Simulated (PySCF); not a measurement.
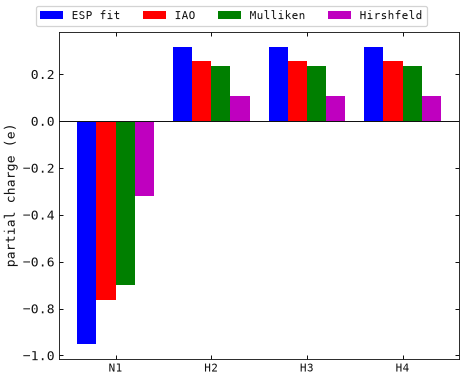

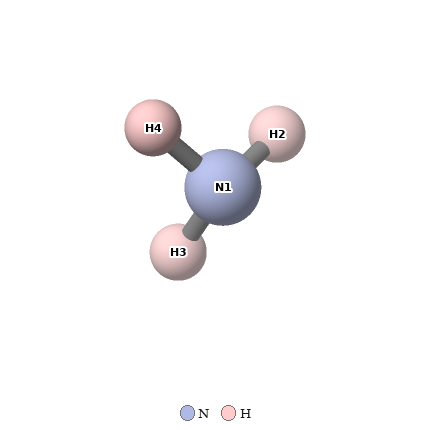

Atomic charges of NH₃, SMILES N by 4 schemes, PBE0/def2-TZVP in PySCF 2.14.0, at a PBE0-D3(BJ)/def2-SVP geometry (no frequency check).

On which atom do the schemes disagree most?

On N1: ESP fit −0.95, IAO −0.77, Mulliken −0.70, Hirshfeld −0.32 e.

Which scheme gives the smallest charges overall?

Hirshfeld: mean absolute charge Hirshfeld 0.16, Mulliken 0.35, IAO 0.38, ESP fit 0.48 e.
